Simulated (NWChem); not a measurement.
**CH3FGeO (SMILES O=[CH][GeH2][F]) at 3 levels**

We compute a comparison of 3 runs (HF/STO-3G, HF/3-21G, B3LYP/6-31G*) of CH3FGeO. 

Program for the calculation: NWChem 7.3.0.

## (1) Starting point

CH3FGeO: 7 atoms, total charge 0, spin state singlet. As SMILES, `O=[CH][GeH2][F]`. The shape comes from GFN2-xTB, which is rough for such elements, and wasn't checked as a minimum. This is one conformer, not always the lowest.

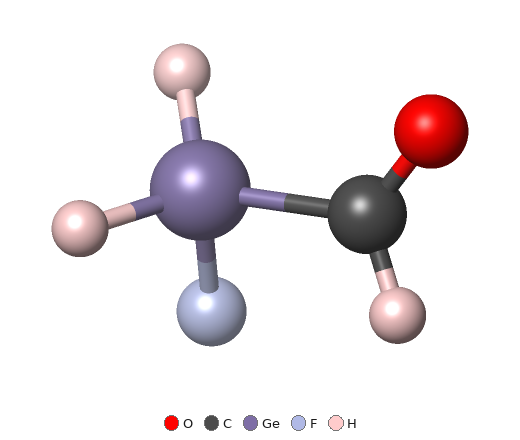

Viewed from a chosen angle; oxygen red, carbon dark grey, germanium purple, fluorine light blue, hydrogen pink.

## (2) Energy and gradient at HF/STO-3G (run 1)

The input, input.nw:

```
start input
memory total 2200 mb
charge 0

geometry units bohr noautosym nocenter noautoz
  O  -2.09789835  3.44644471 -1.10845665
  C  -0.88331468  1.59071476 -1.50065041
  Ge  0.60890755 -0.68612176  1.17760173
  F   0.26424040 -3.62969145 -0.30736395
  H  -0.52063844  0.91373927 -3.45372016
  H   3.43378355 -0.61867744  1.56544912
  H  -0.80508002 -1.01642699  3.62712143
end

basis spherical bse
  O library STO-3G
  C library STO-3G
  Ge library STO-3G
  F library STO-3G
  H library STO-3G
end

scf
  thresh 1e-08
  maxiter 80
  print low
end

task scf gradient
```

The run is started by

```bash
$ nwchem input.nw > input.out
```

The log of the run:

```text
[...]
  functions       =    36
[...]
  wavefunction    = RHF
[...]
         Total SCF energy =  -2262.754594584281
      One-electron energy =  -3711.054935220163
      Two-electron energy =   1179.314434550836
 Nuclear repulsion energy =    268.985906085046
        Time for solution =      3.8s
[...]
                         RHF ENERGY GRADIENTS
    atom               coordinates                        gradient
                 x          y          z           x          y          z
   1 O      -2.097898   3.446445  -1.108457    0.034314  -0.052448  -0.004742
   2 C      -0.883315   1.590715  -1.500650   -0.045672   0.059419  -0.016679
   3 Ge      0.608908  -0.686122   1.177602   -0.006070   0.043852   0.006473
   4 F       0.264240  -3.629691  -0.307364   -0.000309  -0.021930  -0.010223
   5 H      -0.520638   0.913739  -3.453720    0.001790  -0.002089  -0.000980
   6 H       3.433784  -0.618677   1.565449    0.029189  -0.012547   0.002253
   7 H      -0.805080  -1.016427   3.627121   -0.013242  -0.014258   0.023898
 Task  times  cpu:        5.5s     wall:        5.5s
 Total times  cpu:        5.5s     wall:        5.5s
```

Wall time 6.3 s (1 thread of Intel Xeon Platinum 8375C at 2.90GHz (Ice Lake), shared host); peak memory 0.099 GiB.

## (3) Energy and gradient at HF/3-21G (run 2)

The input, input.nw:

```
START input
TITLE "CH3FGeO hf"
memory 2200 mb

GEOMETRY noautosym nocenter noautoz
O       -1.110160       1.823780      -0.586570
C       -0.467430       0.841770      -0.794110
Ge       0.322220      -0.363080       0.623160
F        0.139830      -1.920750      -0.162650
H       -0.275510       0.483530      -1.827630
H        1.817080      -0.327390       0.828400
H       -0.426030      -0.537870       1.919390
END

BASIS spherical bse
* library 3-21G
END

SCF
singlet
rhf
thresh 1e-08
maxiter 80
noprint "final vectors analysis"
END

TASK scf gradient
```

The run is started by

```bash
$ nwchem input.nw > input.out
```

The log of the run:

```text
[...]
  functions       =    55
[...]
  wavefunction    = RHF
[...]
         Total SCF energy =  -2278.082542927688
      One-electron energy =  -3713.415633212053
      Two-electron energy =   1166.347165098310
 Nuclear repulsion energy =    268.985925186054
        Time for solution =      4.3s
[...]
                         RHF ENERGY GRADIENTS
    atom               coordinates                        gradient
                 x          y          z           x          y          z
   1 O      -2.097898   3.446444  -1.108457    0.015001  -0.025182  -0.008422
   2 C      -0.883315   1.590715  -1.500650   -0.025592   0.035914   0.005842
   3 Ge      0.608908  -0.686122   1.177602    0.009884   0.043102   0.029291
   4 F       0.264240  -3.629691  -0.307364   -0.000178  -0.026890  -0.008720
   5 H      -0.520638   0.913739  -3.453720    0.002616  -0.004030  -0.009870
   6 H       3.433783  -0.618677   1.565449   -0.007217  -0.012894  -0.001576
   7 H      -0.805080  -1.016427   3.627121    0.005486  -0.010020  -0.006545
[...]
```

Wall time 7.2 s (1 thread of Intel Xeon Platinum 8375C at 2.90GHz (Ice Lake), shared host); peak memory 0.098 GiB.

## (4) Energy and gradient at B3LYP/6-31G(d) (Cartesian functions) (run 3)

The input, ch3fgeo.nw:

```
start ch3fgeo
title "CH3FGeO"
memory total 2200 mb

geometry noautosym nocenter noautoz
  O    -1.110160    1.823780   -0.586570
  C    -0.467430    0.841770   -0.794110
  Ge    0.322220   -0.363080    0.623160
  F     0.139830   -1.920750   -0.162650
  H    -0.275510    0.483530   -1.827630
  H     1.817080   -0.327390    0.828400
  H    -0.426030   -0.537870    1.919390
end

basis cartesian
  * library 6-31G*
end

dft
  xc b3lyp
  grid xfine
  convergence energy 1e-08
  maxiter 100
  mulliken
  print low
end

task dft gradient
```

The run is started by

```bash
$ nwchem ch3fgeo.nw > ch3fgeo.out
```

The log of the run:

```text
[...]
 d= 0,ls=0.0,diis     1  -2291.5783949440 -2.56D+03  2.51D-02  2.02D+00     4.8
[...]
 d= 0,ls=0.0,diis    11  -2291.7313512220 -7.18D-09  5.79D-07  4.75D-09    44.1
         Total DFT energy =    -2291.731351221972
      One electron energy =    -3725.396950196071
           Coulomb energy =     1269.335518400697
    Exchange-Corr. energy =     -104.655844612652
 Nuclear repulsion energy =      268.985925186054
[...]
                         DFT ENERGY GRADIENTS
    atom               coordinates                        gradient
                 x          y          z           x          y          z
   1 O      -2.097898   3.446444  -1.108457    0.013608  -0.021826  -0.005099
   2 C      -0.883315   1.590715  -1.500650   -0.013527   0.017126  -0.000008
   3 Ge      0.608908  -0.686122   1.177602    0.003158   0.014347   0.011456
   4 F       0.264240  -3.629691  -0.307364    0.002372   0.002683   0.004137
   5 H      -0.520638   0.913739  -3.453720   -0.000366   0.001608   0.003541
   6 H       3.433783  -0.618677   1.565449   -0.013352  -0.008539  -0.002420
   7 H      -0.805080  -1.016427   3.627121    0.008105  -0.005398  -0.011608
 Task  times  cpu:       58.6s     wall:       58.6s
 Total times  cpu:       58.6s     wall:       58.6s
```

Run time: 59 s. Hardware: 1 thread of Intel Xeon Platinum 8375C at 2.90GHz (Ice Lake), shared host; peak memory 0.14 GiB.

## (5) The series

```tsv
run	level	Cartesian functions	iteration cap	energy (Eh)	largest force (eV/Å)	wall time
1	HF/STO-3G	no	80	-2262.754595	3.948	6.3 s
2	HF/3-21G	no	80	-2278.082543	2.728	7.2 s
3	B3LYP/6-31G* (Cartesian functions)	yes	100	-2291.731351	1.348	59 s
```

## (6) Results

| quantity | value |
| --- | --- |
| run 3: total energy | -2291.73135 Eh |
| run 3: largest force on an atom | 1.348 eV/Å |

In run 1 the basis is minimal, so the values are rough. All runs together took 73 s, the longest 59 s.
